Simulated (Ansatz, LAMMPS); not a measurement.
## Neighbourhoods of single atoms in amorphous carbon (500 atoms)

Density of this cell: 2.92 g/cm³. The cell holds 500 atoms: 500 C. Its edges and angles: a = 15.061 Å, b = 15.061 Å, c = 15.061 Å, α = 90.0°, β = 90.0°, γ = 90.0°. 500 atoms (500 C) placed at random at 2.92 g/cm³, melted at 6000 K for 10 ps at fixed volume with the Tersoff potential (Tersoff, Phys. Rev. B 39, 5566 (1989)). Quenched from 6000 K to 300 K at 100 K/ps and fixed volume, held 5 ps, then minimised at fixed cell.

Method: Kohn-Sham DFT, PBE, PAW (set soft_2), plane waves (Ansatz 0.2.0; cutoff 420 eV, Γ point, gaussian smearing of 0.05 eV), at the geometry as built.

The whole cell was solved; only parts of it are printed.

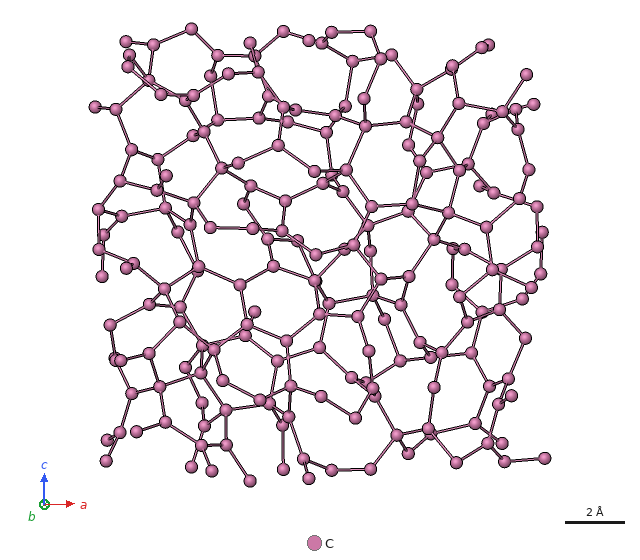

The whole cell (carbon pink). Drawn is a slice 6 Å thick, seen along the normal of the ac plane. Bonds to atoms that aren't drawn are left out.

A closer look about C341, which bears the longest force: 34 atoms, nearest first, numbered in the order of the input, with positions taken from that point.

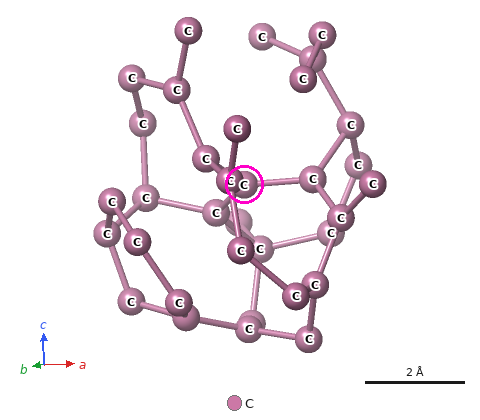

The atoms of the table, within 3.7 Å (arrows a, b, c point along x, y, z); some may hide others; the central atom is ringed.

| atom | x | y | z | distance (Å) | bonds | intrinsic-atomic-orbital charge (e) | Fx | Fy | Fz (eV/Å) |
| --- | --- | --- | --- | --- | --- | --- | --- | --- | --- |
| C341 | 0.00 | 0.00 | 0.00 | 0.00 | 3 | -0.03 | -1.18 | 4.48 | -1.40 |
| C49 | 1.30 | -0.50 | 0.07 | 1.40 | 3 | 0.03 | 1.09 | -0.49 | -1.77 |
| C309 | -0.25 | 1.32 | -0.49 | 1.42 | 3 | 0.02 | 0.90 | -1.85 | 2.52 |
| C438 | -1.03 | -0.87 | 0.47 | 1.43 | 3 | 0.03 | -1.16 | -1.73 | 2.07 |
| C294 | 1.58 | -1.61 | -0.78 | 2.38 | 3 | -0.04 | -1.06 | -0.48 | 0.16 |
| C3 | -1.51 | -0.47 | 1.89 | 2.46 | 3 | -0.01 | 1.51 | -0.39 | -1.97 |
| C462 | 0.86 | 2.03 | -1.18 | 2.51 | 4 | 0.00 | -0.08 | -0.54 | -0.90 |
| C394 | -1.52 | 2.03 | -0.14 | 2.53 | 4 | 0.01 | 2.07 | 0.42 | -0.32 |
| C120 | 2.24 | -0.05 | 1.20 | 2.54 | 4 | 0.00 | 0.35 | 0.03 | 0.37 |
| C222 | -0.95 | -2.40 | -0.07 | 2.58 | 3 | -0.05 | 0.04 | 1.33 | -0.65 |
| C423 | 2.15 | 1.31 | -0.91 | 2.68 | 3 | -0.01 | -2.39 | -1.45 | 1.78 |
| C328 | -2.81 | -0.11 | -0.34 | 2.83 | 3 | 0.01 | 0.14 | -3.02 | 0.61 |
| C334 | 1.00 | -1.66 | -2.14 | 2.89 | 3 | -0.02 | 1.84 | -0.12 | 1.62 |
| C8 | -1.54 | 2.09 | 1.38 | 2.94 | 3 | -0.06 | 0.55 | 2.09 | 1.13 |
| C385 | 1.49 | 0.00 | 2.54 | 2.94 | 3 | 0.01 | -2.78 | 2.51 | 1.38 |
| C229 | 0.16 | 0.45 | -2.90 | 2.94 | 3 | 0.02 | -1.67 | 0.34 | -0.78 |
| C282 | -1.23 | 0.16 | -2.68 | 2.95 | 3 | 0.02 | 3.72 | 0.03 | 0.65 |
| C169 | 2.71 | 1.15 | 0.46 | 2.98 | 3 | 0.00 | 1.89 | 1.55 | 1.86 |
| C114 | -2.55 | 1.26 | -0.91 | 2.98 | 4 | 0.03 | -0.86 | -0.95 | 0.04 |
| C202 | 0.66 | -2.29 | 1.99 | 3.10 | 3 | -0.10 | 1.98 | 0.04 | 0.44 |
| C181 | -2.07 | 0.92 | 2.22 | 3.17 | 4 | 0.02 | 0.73 | -0.20 | 0.78 |
| C476 | -2.61 | -1.29 | -1.24 | 3.17 | 3 | 0.06 | -0.56 | 2.64 | -0.97 |
| C339 | -1.74 | -1.18 | -2.46 | 3.24 | 3 | -0.03 | -2.91 | -0.47 | 0.78 |
| C299 | 0.60 | 1.81 | -2.70 | 3.31 | 3 | -0.05 | -1.18 | 2.13 | -0.51 |
| C484 | -2.08 | 1.22 | -2.29 | 3.32 | 3 | -0.01 | -0.35 | -0.36 | -2.29 |
| C259 | 0.77 | 1.24 | 3.08 | 3.41 | 3 | -0.04 | 1.46 | -3.76 | -1.42 |
| C443 | 1.12 | -0.62 | -3.18 | 3.43 | 4 | 0.01 | 0.50 | -0.18 | -1.38 |
| C398 | 1.91 | -2.87 | -0.18 | 3.46 | 3 | -0.02 | -1.45 | 0.53 | 1.06 |
| C187 | -0.91 | -3.00 | -1.52 | 3.49 | 3 | 0.02 | 2.53 | 0.97 | 0.69 |
| C12 | 0.78 | 3.37 | -0.55 | 3.50 | 3 | 0.06 | 0.36 | 0.38 | 0.72 |
| C104 | 1.31 | -1.42 | 2.94 | 3.52 | 3 | 0.02 | 0.19 | 1.21 | 1.04 |
| C32 | -1.50 | -1.45 | 3.03 | 3.68 | 4 | 0.00 | -0.21 | -0.54 | 0.32 |
| C260 | -1.06 | -3.45 | 0.91 | 3.72 | 3 | -0.01 | -1.14 | 0.83 | -0.33 |
| C434 | 0.28 | -2.81 | -2.45 | 3.74 | 3 | 0.00 | -1.09 | -2.07 | 0.29 |

The column of bonds counts only the pairs C-C within 1.85 Å; other neighbours, such as metal atoms beside each other in a compound, aren't counted, and periodic images can show an atom twice.

The surroundings of C240, whose charge lies farthest from its element's mean, nearest first, numbered as they follow in the input and with coordinates relative to it.

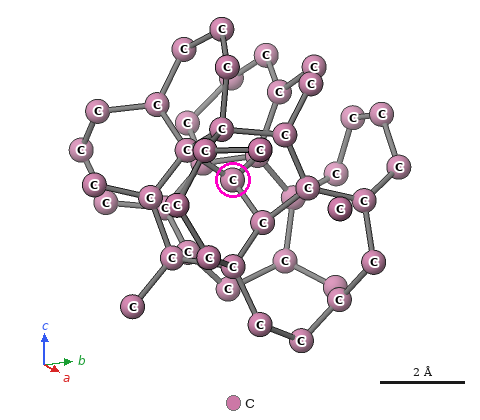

The atoms of the table, within 4.2 Å (arrows a, b, c point along x, y, z); some may hide others; the central atom is ringed.

| atom | x | y | z | distance (Å) | bonds | intrinsic-atomic-orbital charge (e) | Fx | Fy | Fz (eV/Å) |
| --- | --- | --- | --- | --- | --- | --- | --- | --- | --- |
| C240 | 0.00 | 0.00 | 0.00 | 0.00 | 3 | 0.12 | 1.15 | 0.56 | -1.74 |
| C202 | 1.20 | 0.26 | -0.78 | 1.45 | 3 | -0.10 | 1.98 | 0.04 | 0.44 |
| C34 | -0.03 | -1.21 | 0.84 | 1.47 | 4 | -0.02 | -0.13 | -0.62 | -0.09 |
| C32 | -0.97 | 1.10 | 0.26 | 1.49 | 4 | 0.00 | -0.21 | -0.54 | 0.32 |
| C278 | -2.09 | 0.19 | -0.13 | 2.10 | 3 | 0.00 | -3.51 | -1.24 | 0.92 |
| C260 | -0.52 | -0.89 | -1.85 | 2.12 | 3 | -0.01 | -1.14 | 0.83 | -0.33 |
| C104 | 1.85 | 1.13 | 0.17 | 2.18 | 3 | 0.02 | 0.19 | 1.21 | 1.04 |
| C378 | 1.21 | -0.89 | 1.65 | 2.23 | 4 | 0.05 | 1.06 | 2.20 | 1.14 |
| C298 | -1.73 | -0.96 | -1.05 | 2.24 | 3 | 0.01 | -0.31 | 0.46 | 0.97 |
| C175 | 0.25 | -2.28 | -0.17 | 2.30 | 3 | 0.00 | 0.87 | -2.38 | -0.24 |
| C159 | 1.68 | 0.57 | 1.50 | 2.32 | 3 | -0.07 | 0.40 | 0.60 | -2.44 |
| C3 | -0.97 | 2.08 | -0.88 | 2.46 | 3 | -0.01 | 1.51 | -0.39 | -1.97 |
| C449 | 0.68 | -1.87 | -1.60 | 2.55 | 4 | 0.04 | -2.33 | 0.17 | -0.31 |
| C13 | -1.30 | -1.45 | 1.68 | 2.57 | 3 | -0.01 | -0.32 | 1.29 | 2.39 |
| C186 | 1.87 | -0.80 | -1.61 | 2.59 | 4 | 0.01 | 0.53 | -0.86 | 0.49 |
| C64 | -1.07 | 1.69 | 1.77 | 2.67 | 3 | 0.01 | -1.53 | 0.44 | 0.88 |
| C222 | -0.41 | 0.15 | -2.84 | 2.87 | 3 | -0.05 | 0.04 | 1.33 | -0.65 |
| C438 | -0.49 | 1.68 | -2.30 | 2.89 | 3 | 0.03 | -1.16 | -1.73 | 2.07 |
| C80 | 1.36 | 1.38 | 2.62 | 3.25 | 3 | 0.00 | -1.71 | 1.39 | 0.21 |
| C385 | 2.03 | 2.56 | -0.23 | 3.27 | 3 | 0.01 | -2.78 | 2.51 | 1.38 |
| C79 | 0.09 | 2.05 | 2.65 | 3.35 | 3 | 0.02 | 0.29 | -1.50 | -1.53 |
| C235 | -1.58 | -0.63 | 2.91 | 3.37 | 3 | -0.04 | 1.88 | -2.41 | -0.18 |
| C204 | 2.38 | -1.87 | 1.51 | 3.38 | 4 | 0.00 | -1.38 | -0.85 | 1.01 |
| C173 | 1.06 | -0.71 | 3.15 | 3.40 | 3 | 0.02 | -0.23 | -0.93 | 0.85 |
| C469 | -2.40 | -2.22 | -0.97 | 3.41 | 3 | 0.00 | 1.86 | 1.44 | -1.60 |
| C210 | -3.36 | 0.34 | 0.53 | 3.41 | 3 | -0.02 | 1.43 | -0.21 | -0.14 |
| C350 | 2.80 | -1.89 | -1.05 | 3.54 | 3 | -0.01 | 1.27 | -1.12 | 0.88 |
| C89 | 2.50 | -2.63 | 0.25 | 3.64 | 3 | -0.04 | 0.46 | -2.08 | -2.27 |
| C58 | -0.05 | -3.64 | 0.20 | 3.65 | 3 | 0.00 | 0.55 | 0.37 | 0.20 |
| C70 | -2.13 | -2.63 | 1.41 | 3.66 | 3 | -0.05 | -0.44 | 0.16 | -0.35 |
| C63 | -0.25 | -0.27 | 3.71 | 3.73 | 3 | 0.00 | -0.02 | 0.10 | -0.22 |
| C341 | 0.54 | 2.55 | -2.77 | 3.80 | 3 | -0.03 | -1.18 | 4.48 | -1.40 |
| C181 | -1.53 | 3.47 | -0.55 | 3.83 | 4 | 0.02 | 0.73 | -0.20 | 0.78 |
| C398 | 2.45 | -0.32 | -2.94 | 3.85 | 3 | -0.02 | -1.45 | 0.53 | 1.06 |
| C49 | 1.84 | 2.05 | -2.69 | 3.86 | 3 | 0.03 | 1.09 | -0.49 | -1.77 |
| C188 | -2.40 | 1.94 | 2.32 | 3.86 | 3 | 0.00 | 2.82 | -0.40 | 1.24 |
| C47 | 3.47 | -0.92 | 1.72 | 3.98 | 3 | 0.05 | 0.44 | 0.74 | -1.32 |
| C9 | -2.96 | -2.64 | 0.23 | 3.98 | 3 | 0.02 | 0.21 | -2.05 | 1.57 |
| C259 | 1.31 | 3.79 | 0.31 | 4.02 | 3 | -0.04 | 1.46 | -3.76 | -1.42 |
| C246 | -1.24 | 3.74 | 0.90 | 4.04 | 3 | 0.02 | 1.26 | 2.45 | 1.38 |
| C102 | 0.21 | 3.81 | 1.34 | 4.05 | 3 | -0.03 | -1.46 | 0.82 | -0.74 |
| C120 | 2.77 | 2.50 | -1.57 | 4.05 | 4 | 0.00 | 0.35 | 0.03 | 0.37 |
| C226 | 3.95 | 1.02 | 0.20 | 4.08 | 3 | 0.04 | -0.07 | 1.72 | -1.28 |
| C126 | 1.03 | -3.05 | -2.62 | 4.15 | 4 | 0.01 | 0.04 | -1.22 | -0.49 |
| C249 | -3.57 | 1.58 | 1.49 | 4.18 | 4 | 0.02 | 1.18 | -0.42 | 0.76 |
| C294 | 2.11 | 0.94 | -3.55 | 4.24 | 3 | -0.04 | -1.06 | -0.48 | 0.16 |

The column of bonds counts only the pairs C-C within 1.85 Å; other neighbours, such as metal atoms beside each other in a compound, aren't counted, and periodic images can show an atom twice.

A closer look about C288, picked at random: 34 atoms, nearest first, numbered in the order of the input, with positions taken from that point.

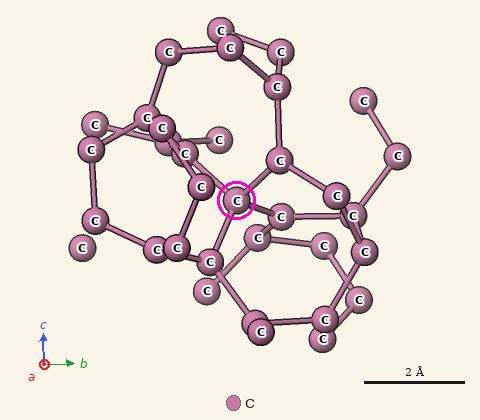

The atoms of the table, within 3.9 Å (arrows a, b, c point along x, y, z); some may hide others; the central atom is ringed.

| atom | x | y | z | distance (Å) | bonds | intrinsic-atomic-orbital charge (e) | Fx | Fy | Fz (eV/Å) |
| --- | --- | --- | --- | --- | --- | --- | --- | --- | --- |
| C288 | 0.00 | 0.00 | 0.00 | 0.00 | 4 | 0.01 | 0.24 | 0.52 | 0.31 |
| C93 | -1.03 | 0.95 | -0.29 | 1.43 | 3 | -0.02 | -2.33 | 0.18 | -0.75 |
| C263 | -0.45 | -0.99 | 1.00 | 1.48 | 3 | 0.04 | -3.91 | -0.97 | -0.20 |
| C196 | 0.57 | -0.60 | -1.26 | 1.51 | 3 | -0.05 | 1.62 | 0.10 | -1.87 |
| C258 | 1.07 | 0.83 | 0.71 | 1.53 | 3 | -0.03 | 1.51 | 2.68 | -0.52 |
| C199 | -0.57 | 2.37 | -0.33 | 2.46 | 3 | 0.05 | -0.51 | -0.99 | 0.36 |
| C333 | 1.44 | -1.72 | -1.04 | 2.47 | 3 | 0.03 | -2.70 | 0.27 | 0.36 |
| C498 | 0.54 | -1.78 | 1.68 | 2.50 | 3 | -0.03 | 0.98 | -2.75 | -1.25 |
| C406 | 1.68 | 1.92 | -0.07 | 2.55 | 3 | -0.01 | 0.35 | -2.71 | 0.87 |
| C153 | -2.44 | 0.54 | -0.61 | 2.57 | 3 | 0.02 | 2.28 | 0.83 | -0.84 |
| C380 | 1.07 | 0.83 | 2.19 | 2.58 | 3 | -0.03 | 0.66 | -0.58 | -0.32 |
| C372 | -1.86 | -1.23 | 1.33 | 2.60 | 3 | -0.02 | 2.71 | 1.59 | -0.29 |
| C134 | 0.91 | 0.24 | -2.55 | 2.71 | 4 | 0.01 | 0.33 | -0.34 | 0.40 |
| C459 | 0.73 | 2.50 | -1.16 | 2.85 | 4 | 0.01 | -0.35 | -1.76 | 0.55 |
| C241 | 0.34 | 1.69 | -2.47 | 3.01 | 4 | 0.02 | -0.56 | 0.62 | -1.62 |
| C245 | 0.99 | -2.91 | -0.39 | 3.10 | 3 | -0.06 | -0.54 | -0.28 | 1.78 |
| C349 | -0.22 | 0.99 | 2.97 | 3.14 | 3 | -0.03 | 0.23 | -1.21 | 0.28 |
| C308 | 1.04 | -2.95 | 1.04 | 3.30 | 3 | 0.03 | 0.07 | 0.71 | 0.20 |
| C397 | -2.99 | -0.14 | 1.42 | 3.31 | 3 | -0.02 | -1.31 | -1.33 | 1.77 |
| C7 | 2.80 | -1.39 | -1.10 | 3.32 | 3 | 0.02 | 1.77 | 0.62 | 0.97 |
| C220 | -2.91 | -0.49 | -1.62 | 3.37 | 3 | -0.03 | -1.42 | 0.51 | -2.81 |
| C408 | 0.98 | -1.33 | 2.96 | 3.39 | 3 | -0.01 | 1.54 | -1.04 | 1.54 |
| C43 | -1.22 | 1.71 | -2.76 | 3.47 | 3 | 0.00 | 0.45 | -0.44 | -0.87 |
| C368 | -0.73 | 3.31 | 0.85 | 3.49 | 4 | 0.00 | -1.15 | 0.33 | 1.18 |
| C347 | 3.41 | -0.90 | 0.07 | 3.53 | 3 | 0.00 | 0.24 | 0.94 | 0.63 |
| C414 | 1.95 | -0.14 | 2.96 | 3.54 | 4 | 0.04 | -1.17 | 0.65 | -0.40 |
| C62 | -2.92 | 1.90 | -0.77 | 3.57 | 3 | 0.01 | -1.27 | 1.44 | -1.95 |
| C189 | -0.91 | -0.16 | 3.49 | 3.61 | 3 | 0.00 | -0.17 | 2.21 | -0.33 |
| C487 | -1.52 | 2.70 | 2.04 | 3.71 | 3 | -0.01 | -1.06 | -0.43 | 2.06 |
| C192 | -2.06 | -3.02 | -0.74 | 3.73 | 3 | -0.03 | 0.66 | -0.92 | -0.02 |
| C500 | 2.51 | 0.26 | -2.83 | 3.79 | 4 | 0.01 | 0.02 | 1.14 | -0.84 |
| C409 | 3.23 | -1.64 | 1.28 | 3.84 | 3 | -0.01 | 0.99 | -2.75 | -0.70 |
| C149 | -2.15 | -2.68 | 1.75 | 3.85 | 4 | 0.01 | -0.08 | 0.12 | -0.61 |
| C141 | -2.18 | 2.52 | -1.93 | 3.86 | 3 | 0.04 | 1.65 | 0.65 | 2.48 |

The column of bonds counts only the pairs C-C within 1.85 Å; other neighbours, such as metal atoms beside each other in a compound, aren't counted, and periodic images can show an atom twice.

Neighbours are counted within 1.85 Å (C-C).

Length of the force by element and coordination:

| element | coordination | atoms | mean length of the force (eV/Å) | spread | least | most |
| --- | --- | --- | --- | --- | --- | --- |
| C | all | 500 | 1.97 | 0.884 | 0.204 | 4.84 |
| C | 3 | 370 | 2.16 | 0.882 | 0.221 | 4.84 |
| C | 4 | 130 | 1.41 | 0.608 | 0.204 | 3.15 |

Intrinsic-atomic-orbital charges by element and coordination:

| element | coordination | atoms | mean charge (e) | spread | least | most |
| --- | --- | --- | --- | --- | --- | --- |
| C | all | 500 | 0 | 0.0297 | -0.101 | 0.124 |
| C | 3 | 370 | -0.0049 | 0.0326 | -0.101 | 0.124 |
| C | 4 | 130 | 0.0139 | 0.011 | -0.0165 | 0.0486 |

The quench rate of 100 K/ps is many orders above laboratory rates, so the cell is likely richer in defects and strain than a real sample. The network of bonds at the start is that of the classical potential that made the cell, and needn't be the one that DFT or experiment would give. Only the Γ point is sampled, in a cell whose shortest periodic width is 15 Å, which is coarse for a cell with partly filled levels.

[Hosts, paths, dates, database ids (printed as entryN), source tags and the programs' standing remarks are cut or masked in the printed files.]
